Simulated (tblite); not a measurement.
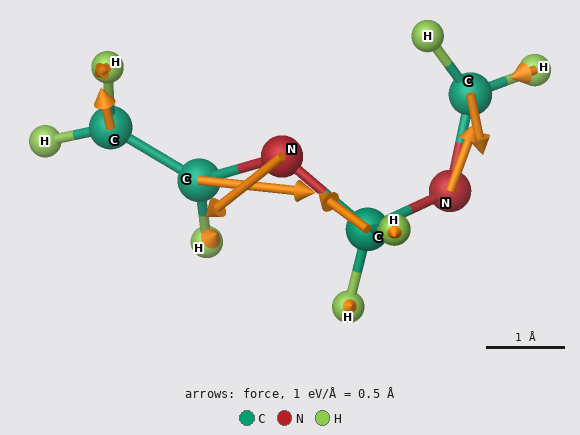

Starting geometry of C$_{4}$H$_{7}$N$_{2}$ (multiplicity 2) with the computed forces as orange arrows. A ball-and-stick model, seen at a tilt.

Level of theory: GFN2-xTB geometry optimisation, gas phase in tblite 0.8.0. 

**Is this structure relaxed? If not, where do the atoms go?**

It isn't relaxed: the largest force vector, on a C atom, is 3.29 eV/Å. The final displacements have little in common with the starting forces (cosine between the two patterns 0.15). The energy falls by 45.7 kJ/mol in 95 geometry steps. An H atom moves most after the best rigid fit: 0.77 Å. By element the largest moves are H 0.77 Å, C 0.26 Å, N 0.25 Å. Near-neighbour distances that change, for instance: C–N 1.420 → 1.308 Å, C–N 1.454 → 1.410 Å, C–C 1.333 → 1.369 Å, C–N 1.278 → 1.251 Å. Among the angles between lasting bonds that change: H–C–H 114.1° → 106.8°, N–C–N 107.4° → 114.0°, C–C–H 115.6° → 120.2°. Groups turn about C–N by about 35°.
